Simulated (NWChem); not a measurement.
# quartet BH2O: levels of theory compared

Wanted: a comparison of 6 runs (UHF/STO-3G, UHF/3-21G, UB3LYP/6-31G*, UB3LYP/def2-TZVPPD, UPBE0/def2-TZVPPD) of quartet BH2O. 

The results are computed with NWChem 7.3.0.

35 further runs of the same task are left out: 35 set aside as unsound or not needed.

## Step 1: Starting point

BH2O has 4 atoms, charge 0, and is taken as a quartet. As SMILES of the parent species, `B[O]`. The coordinates come from a PBE0-D4/def2-TZVP relaxation. That shape belongs to the parent species and isn't relaxed for this state.

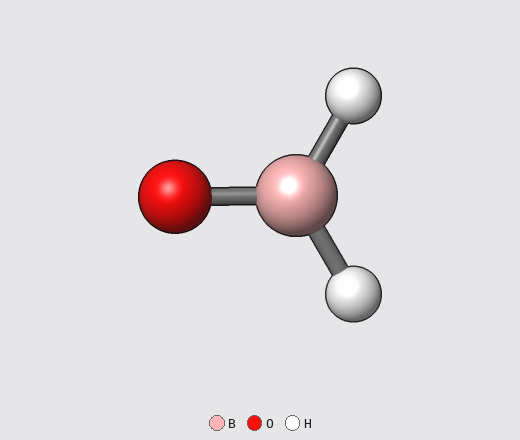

Viewed from a chosen angle; boron pink, oxygen red, hydrogen white.

## Step 2: The energy at UHF/STO-3G (run 1)

run.py reads:

```python
from ase import Atoms
from ase.calculators.nwchem import NWChem

system = Atoms(['B', 'O', 'H', 'H'], positions=[
    [-0.001100, -0.010300, -0.015100],
    [1.025300, -0.340800, 0.676900],
    [-1.052600, -0.587700, 0.151600],
    [0.083900, 0.878500, -0.833600],
])

calc = NWChem(
    label='mol',
    theory='scf',
    memory='2200 mb',
    basis='STO-3G',
    basispar='spherical bse',
    scf={'nopen': '3', 'uhf': None, 'thresh': '1e-08', 'maxiter': '80'},
    task='energy',
)
system.calc = calc

print(f"energy = {system.get_potential_energy():.6f} eV")
```

Run with:

```console
$ export ASE_NWCHEM_COMMAND="nwchem PREFIX.nwi > PREFIX.nwo"
$ python run.py
```

Standard output:

```text
energy = -2697.585965 eV
```

The calculator wrote mol.nwi:

```
title "mol"

permanent_dir mol

scratch_dir mol

start mol

geometry units angstrom nocenter noautosym noautoz
  B  -1.1000000000000001e-03 -1.0300000000000000e-02 -1.5100000000000001e-02
  O  1.0253000000000001e+00 -3.4079999999999999e-01 6.7689999999999995e-01
  H  -1.0526000000000000e+00 -5.8770000000000000e-01 1.5160000000000001e-01
  H  8.3900000000000002e-02 8.7849999999999995e-01 -8.3360000000000001e-01
end

memory 2200 mb

basis spherical bse noprint
   * library STO-3G
end

scf
  nopen 3
  uhf
  thresh 1e-08
  maxiter 80
end

task scf energy
```

mol.nwo:

```text
Northwest Computational Chemistry Package (NWChem) 7.3.0
             --------------------------------------------------------

           Job information
           ---------------

    nwchem branch   = 7.3.0
    use scalapack   = T
    input           = mol.nwi
    prefix          = mol.
    data base       = mol/mol.db
    status          = startup
    nproc           =        1

           Memory information
           ------------------

    heap     =     72089598 doubles =      550.0 Mbytes
    stack    =     72089595 doubles =      550.0 Mbytes
    global   =    144179200 doubles =     1100.0 Mbytes (distinct from heap & stack)
    total    =    288358393 doubles =     2200.0 Mbytes
    verify   = yes
    hardfail = no

[... 36 lines left out ...]
            Nuclear Dipole moment (a.u.)
[... 74 lines left out ...]
 1-e energy   =    -186.357230
[... 7 lines left out ...]
         Quadratically convergent UHF
[... 15 lines left out ...]
       Final UHF  results
[... 3 lines left out ...]
      One electron energy =   -184.931106508870
[... 1 line left out ...]
 Nuclear repulsion energy =     25.066187730746
[... 24 lines left out ...]
          Final beta eigenvalues
[... 104 lines left out ...]
                     UHF Final Beta Molecular Orbital Analysis
[... 129 lines left out ...]
   Mulliken analysis of the spin density
   -------------------------------------

    Atom       Charge   Shell Charges
 -----------   ------   -------------------------------------------------------
    1 B    5     0.97  -0.00  0.05  0.93
    2 O    8     1.85   0.00  0.04  1.81
    3 H    1     0.09   0.09
    4 H    1     0.09   0.09

       Multipole analysis of the density wrt the origin
       ------------------------------------------------

     L   x y z        total         alpha         beta         nuclear
     -   - - -        -----         -----         ----         -------
     0   0 0 0     -0.000000     -9.000000     -6.000000     15.000000

     1   1 0 0      0.711231     -8.123190     -4.824896     13.659317
[... 8 lines of this table left out ...]
     2   0 0 2     -7.947687    -14.596071     -9.009163     15.657547

 Task  times  cpu:        0.2s     wall:        0.2s
 Total times  cpu:        0.3s     wall:        0.3s
```

Run time: 1.4 s. Hardware: 1 thread of Intel Xeon Platinum 8259CL at 2.50GHz (Skylake/Cascade Lake), shared host; peak memory 0.099 GiB.

## Step 3: The energy at UHF/3-21G (run 2)

bh2o.xyz reads:

```xyz
4
BH2O hf
B     -0.001100    -0.010300    -0.015100
O      1.025300    -0.340800     0.676900
H     -1.052600    -0.587700     0.151600
H      0.083900     0.878500    -0.833600
```

run.py reads:

```python
from ase.io import read
from ase.calculators.nwchem import NWChem

system = read('bh2o.xyz')

calc = NWChem(
    label='bh2o',
    theory='scf',
    memory='2200 mb',
    basis='3-21G',
    basispar='spherical bse',
    scf={'nopen': '3', 'uhf': None, 'thresh': '1e-08', 'maxiter': '80'},
    task='energy',
)
system.calc = calc

print("Total energy (eV):", round(system.get_potential_energy(), 6))
```

Run with:

```console
$ export ASE_NWCHEM_COMMAND="nwchem PREFIX.nwi > PREFIX.nwo"
$ python run.py
```

Standard output:

```text
Total energy (eV): -2718.562872
```

The calculator wrote bh2o.nwi:

```
title "bh2o"

permanent_dir bh2o

scratch_dir bh2o

start bh2o

geometry units angstrom nocenter noautosym noautoz
  B  -1.1000000000000001e-03 -1.0300000000000000e-02 -1.5100000000000001e-02
  O  1.0253000000000001e+00 -3.4079999999999999e-01 6.7689999999999995e-01
  H  -1.0526000000000000e+00 -5.8770000000000000e-01 1.5160000000000001e-01
  H  8.3900000000000002e-02 8.7849999999999995e-01 -8.3360000000000001e-01
end

memory 2200 mb

basis spherical bse noprint
   * library 3-21G
end

scf
  nopen 3
  uhf
  thresh 1e-08
  maxiter 80
end

task scf energy
```

bh2o.nwo:

```text
Northwest Computational Chemistry Package (NWChem) 7.3.0
             --------------------------------------------------------

           Job information
           ---------------

    nwchem branch   = 7.3.0
    use scalapack   = T
    input           = bh2o.nwi
    prefix          = bh2o.
    data base       = bh2o/bh2o.db
    status          = startup
    nproc           =        1

           Memory information
           ------------------

    heap     =     72089598 doubles =      550.0 Mbytes
    stack    =     72089595 doubles =      550.0 Mbytes
    global   =    144179200 doubles =     1100.0 Mbytes (distinct from heap & stack)
    total    =    288358393 doubles =     2200.0 Mbytes
    verify   = yes
    hardfail = no

[... 36 lines left out ...]
            Nuclear Dipole moment (a.u.)
[... 74 lines left out ...]
 1-e energy   =    -185.181535
[... 7 lines left out ...]
         Quadratically convergent UHF
[... 15 lines left out ...]
       Final UHF  results
[... 3 lines left out ...]
      One electron energy =   -184.996596198498
[... 1 line left out ...]
 Nuclear repulsion energy =     25.066187730746
[... 31 lines left out ...]
          Final beta eigenvalues
[... 172 lines left out ...]
                     UHF Final Beta Molecular Orbital Analysis
[... 187 lines left out ...]
   Mulliken analysis of the spin density
   -------------------------------------

    Atom       Charge   Shell Charges
 -----------   ------   -------------------------------------------------------
    1 B    5     0.87  -0.00 -0.00  0.41  0.05  0.41
    2 O    8     1.68   0.00  0.03  0.93  0.01  0.71
    3 H    1     0.23   0.10  0.13
    4 H    1     0.23   0.10  0.13

       Multipole analysis of the density wrt the origin
       ------------------------------------------------

     L   x y z        total         alpha         beta         nuclear
     -   - - -        -----         -----         ----         -------
     0   0 0 0     -0.000000     -9.000000     -6.000000     15.000000

     1   1 0 0      0.329197     -7.999293     -5.330827     13.659317
[... 8 lines of this table left out ...]
     2   0 0 2     -9.907176    -16.166663     -9.398061     15.657547

 Task  times  cpu:        0.3s     wall:        0.3s
 Total times  cpu:        0.4s     wall:        0.4s
```

It took 1.5 s on 1 thread of Intel Xeon Platinum 8259CL at 2.50GHz (Skylake/Cascade Lake), shared host; peak memory 0.099 GiB.

Runs 3 to 5 aren't shown in full; the table further down has their settings and results.

## Step 4: A single-point energy at UPBE0/def2-TZVPPD (run 6)

mol.nw reads:

```
START mol
TITLE "BH2O"
memory 2200 mb
GEOMETRY units angstroms noautosym nocenter noautoz
 B     -0.001100    -0.010300    -0.015100
 O      1.025300    -0.340800     0.676900
 H     -1.052600    -0.587700     0.151600
 H      0.083900     0.878500    -0.833600
END
BASIS spherical bse
 * library def2-TZVPPD
END
DFT
 xc pbe0
 mult 4
 grid fine
 convergence energy 1e-08
 maxiter 100
 mulliken
 print medium
END
TASK dft energy
```

Run with:

```console
$ nwchem mol.nw > mol.out
```

Standard output:

```text
[...]
          Wavefunction type:  spin polarized.
          No. of atoms     :     4
          No. of electrons :    15
[...]
          Charge           :     0
          Spin multiplicity:     4
[...]
          AO basis - number of functions:   111
[...]
              XC Information
              --------------
                         PBE0 Method XC Functional
                     Hartree-Fock (Exact) Exchange  0.250
          PerdewBurkeErnzerhof Exchange Functional  0.750
            Perdew 1991 LDA Correlation Functional  1.000 local
           PerdewBurkeErnz. Correlation Functional  1.000 non-local
[...]
 d= 0,ls=0.0,diis     1   -100.8800311230 -1.26D+02  3.97D-03  1.12D-01     3.0
[...]
 d= 0,ls=0.0,diis    11   -100.9225827148 -1.01D-09  8.25D-08  4.67D-11    28.6
[...]
         Total DFT energy =     -100.922582714847
      One electron energy =     -186.253968487093
           Coulomb energy =       73.460376698493
    Exchange-Corr. energy =      -13.195178656994
 Nuclear repulsion energy =       25.066187730746
[...]
      Total Density - Mulliken Population Analysis
     ---------------------------------------------
    Atom       Charge   Shell Charges
 -----------   ------   -------------------------------------------------------
    1 B    5     5.28   0.91  1.05  0.49  0.36  0.04  0.00  1.10  0.91  0.28  0.06  0.04  0.02  0.02
    2 O    8     7.91   0.79  1.18  0.63  0.95  0.32 -0.01  1.81  1.66  0.52  0.02  0.00  0.02  0.01  0.00
    3 H    1     0.91   0.23  0.46  0.18  0.00  0.03  0.01  0.00
    4 H    1     0.91   0.23  0.46  0.18  0.00  0.03  0.01  0.00
[...]
      <S2> =      3.7588 (Exact =     3.7500)
[...]
```

Wall time 29 s (1 thread of Intel Xeon Platinum 8259CL at 2.50GHz (Skylake/Cascade Lake), shared host); peak memory 0.12 GiB.

## Step 5: The series

```tsv
run	level	iteration cap	module	energy (Eh)	dipole moment (D)	HOMO energy (eV)	⟨S²⟩	wall time
1	UHF/STO-3G	80	scf	-99.134457	2.26	-4.19	3.757	1.4 s
2	UHF/3-21G	80	scf	-99.905344	1.04	-6.43	3.771	1.5 s
3	UB3LYP/6-31G* (spherical functions)	100	dft	-100.993565	–	–	3.756	8.1 s
4	UB3LYP/def2-TZVPPD	100	dft	-101.047616	–	–	3.758	22 s
5	UB3LYP/6-31G* (Cartesian functions)	100	dft	-100.995455	0.27	-3.13	3.756	8.7 s
6	UPBE0/def2-TZVPPD	100	dft	-100.922583	0.48	-4.00	3.759	29 s
```

## Step 6: Outcome

| quantity | value |
| --- | --- |
| run 6: total energy | -100.92258 Eh |
| run 6: dipole moment | 0.48 D |
| run 6: HOMO energy (highest over α and β) | -4.00 eV |
| run 6: ⟨S²⟩ | 3.759 |

Over runs 1, 2, 5, 6 the dipole moment (its size) runs from 0.27 D (UB3LYP/6-31G*) to 2.26 D (UHF/STO-3G). The two ends differ in method and basis. Totals of different functionals can't be ranked against each other. In run 1 the basis is minimal, so the values are rough. All runs together took 71 s, the longest 29 s.
